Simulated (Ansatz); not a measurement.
The calculation's input:

```
crystal:
  periodic: [false, false, false]
  atoms:
    - {symbol: C, position_ang: [0.419236, 0.823030, 0.919934]}
    - {symbol: C, position_ang: [-0.152667, 0.111669, 0.088955]}
    - {symbol: O, position_ang: [-1.727980, -0.750375, -2.159242]}
    - {symbol: Si, position_ang: [-0.875038, -1.382545, -0.975113]}
    - {symbol: H, position_ang: [0.905380, 1.469622, 1.627595]}
basis:
  gaussian: {orbitals: def2-TZVPD}
total_charge: -1
hamiltonian: {xc: {name: PBE0}}
output: {forces: true, orbitals: {seedname: orbitals}}
```

Command:

```sh
ansatz run input.yaml --threads 1 --pin off --max-ram 2610MiB --events-out events.jsonl --progress --plain --runs-dir runs
```

Geometry: r2SCAN-D4/def2-SVPD.

Method: isolated molecule in a Gaussian basis; Kohn-Sham density functional theory, functional PBE0 (Ansatz).

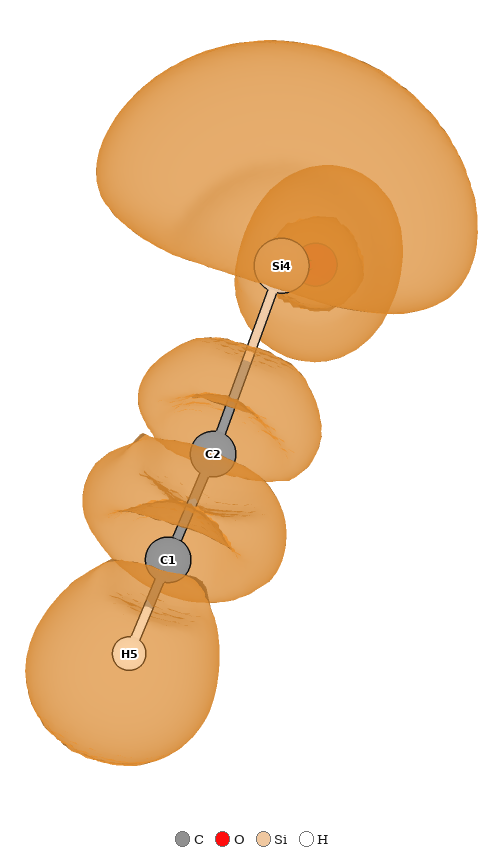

C2HOSi (charge −1). Isosurface of the ELF at 0.75 (orange), seen at an oblique angle. Only the valence region is drawn (cores and ρ < 0.01 e/Å³ removed).

Describe the localisation domains.

Answer. At this value the surface marks out one region between bonded C–C atoms (shared pairs), one region between bonded C–Si atoms (shared pairs), one region around a hydrogen nucleus, one lobe on Si, pointing away from the bonds (lone pairs) and one region wrapped around O (its lone pairs, merged into a ring or cap).

Values along the shortest contacts:
C–C (1.23 Å): the ELF peaks at about 0.85 between the atoms (a multiple bond). Si–O (1.59 Å): the ELF peaks at about 0.85 between the atoms; a short, strongly polar bond.
